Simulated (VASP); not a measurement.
Given:

```
CELL_PARAMETERS angstrom
      0.00000     2.19339     2.19339
      2.19339     0.00000     2.19339
      2.19339     2.19339     0.00000
ATOMIC_POSITIONS crystal
  Al 0.00000 0.00000 0.00000
  N  0.25000 0.25000 0.25000
```

All values below come from TPSS meta-GGA, VASP's PBE PAW potentials (set 64) (plane waves; VASP 6.6.1). Run with 520 eV cut-off, 12×12×12 Γ-centred mesh, tetrahedra with Blöchl corrections, potentials Al N.

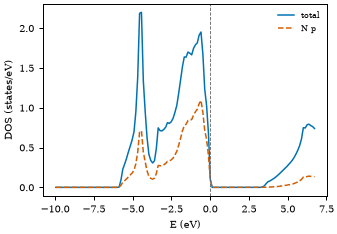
Figure. Total and projected density of states, zero at the valence-band maximum

Within 2 eV below the valence-band maximum the largest weight inside VASP's projection spheres is N p.

The gap is indirect, 3.29 eV, from the valence maximum at Γ to the conduction minimum at X.

The compound is AlN in the zinc blende structure, a metastable form; wurtzite is the usual one. It was relaxed first.
